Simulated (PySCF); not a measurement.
# C$_{3}$H$_{13}$Si$_{3}$ (SMILES [SiH3]C[CH][SiH2]C[SiH3]) (doublet): what the fields show

```yaml
atoms:
  - { symbol: Si, position_ang: [-2.7228, 0.9583, 0.6648] }
  - { symbol: C, position_ang: [-2.1719, -0.3551, -0.6423] }
  - { symbol: C, position_ang: [-0.7249, -0.2769, -0.8069] }
  - { symbol: Si, position_ang: [0.4701, -1.3389, 0.1128] }
  - { symbol: C, position_ang: [2.2318, -0.7771, -0.3282] }
  - { symbol: Si, position_ang: [2.6952, 0.9723, 0.2258] }
  - { symbol: H, position_ang: [-4.1849, 0.9189, 0.7623] }
  - { symbol: H, position_ang: [-2.1139, 0.6219, 1.9480] }
  - { symbol: H, position_ang: [-2.2967, 2.2786, 0.2011] }
  - { symbol: H, position_ang: [-2.4825, -1.3360, -0.2852] }
  - { symbol: H, position_ang: [-2.7078, -0.1291, -1.5662] }
  - { symbol: H, position_ang: [-0.3688, 0.5170, -1.4483] }
  - { symbol: H, position_ang: [0.2833, -1.2666, 1.5761] }
  - { symbol: H, position_ang: [0.3006, -2.7614, -0.2519] }
  - { symbol: H, position_ang: [2.3698, -0.8591, -1.4066] }
  - { symbol: H, position_ang: [2.9343, -1.4824, 0.1153] }
  - { symbol: H, position_ang: [2.5990, 1.0791, 1.6838] }
  - { symbol: H, position_ang: [1.8073, 1.9676, -0.3835] }
  - { symbol: H, position_ang: [4.0731, 1.2783, -0.1784] }
```

Geometry: GFN2-xTB.

Level of theory: PySCF 2.14.0, density-fitted response routines, UKS B3LYP, pcH-1 on C H Si, non-relativistic, mean-field spin-orbit, GIAO.

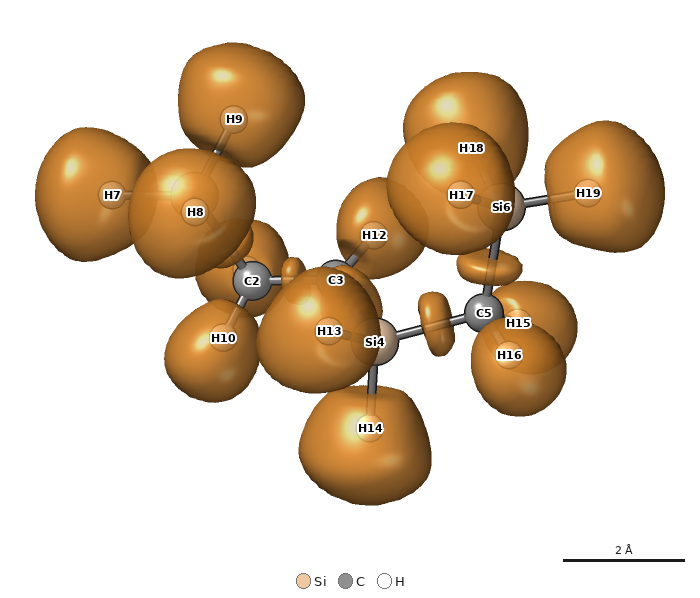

Figure 1. Isosurface of the electron localisation function at 0.85 (orange), seen at a tilt. Core shells and regions of very low density are left out.

Q: Identify the bonds, lone pairs and shells in this picture.

A: The surface consists of one region between bonded C–C atoms (shared pairs), four regions between bonded C–Si atoms (shared pairs) and 13 regions around hydrogen nuclei. Profiles from the grid: C–C (1.46 Å): the ELF peaks at about 0.95 between the atoms, as expected for localised, covalent bonding. C–Si (1.84 Å): the ELF peaks at about 0.95 between the atoms, as expected for a covalent bond.

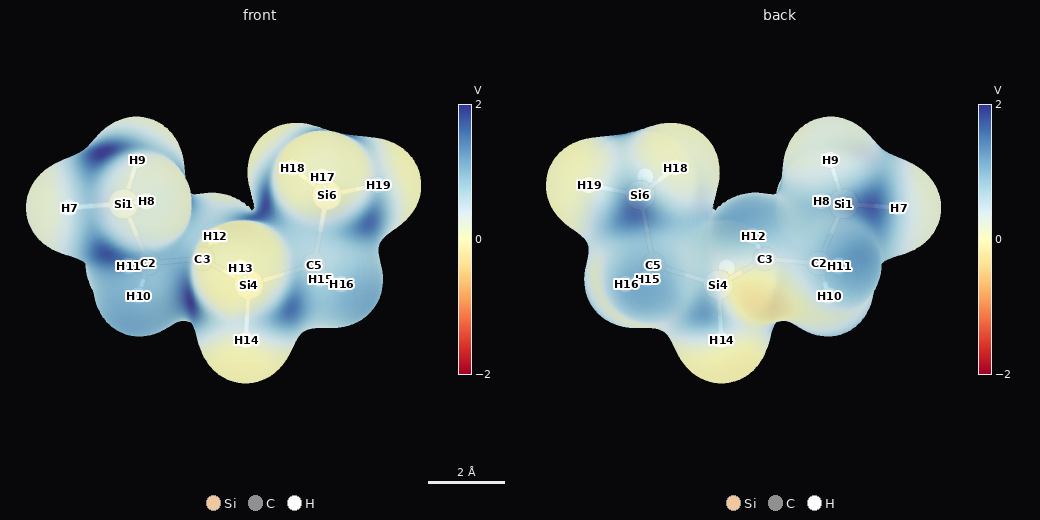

Figure 2. The molecular electrostatic potential painted on the density surface at 0.004 e/bohr³, seen from the front and from behind; red is negative and blue positive.

Q: Which sites attract a positive test charge, and which a negative one?

A: A positive charge is drawn to the negative regions and a negative charge to the positive ones. The most negative region (about −0.2 V) lies over the π face of C3, the most positive (about +1.9 V) over Si1, Si4 and Si6.

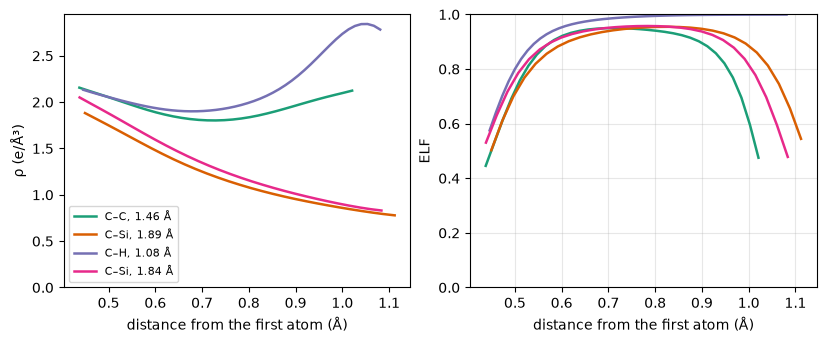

Figure 3. Total electron density and ELF along straight lines between neighbouring atoms. The curves leave out the atomic cores.

Q: What kind of bonding do the profiles show?

A: C–C (1.46 Å): ρ is about 1.8 e/Å³ halfway; the ELF peaks at about 0.95 between the atoms; localised, covalent bonding.
C–Si (1.89 Å): ρ is about 0.91 e/Å³ halfway; the ELF peaks at about 0.95 between the atoms, as expected for a covalent bond.
C–H (1.08 Å): the density is about 2 e/Å³ at the midpoint; the ELF climbs to about 1 towards the hydrogen, as it does in any bond to H: a covalent bond by its length.
C–Si (1.84 Å): ρ is about 0.98 e/Å³ halfway; the ELF peaks at about 0.95 between the atoms; a shared electron pair.
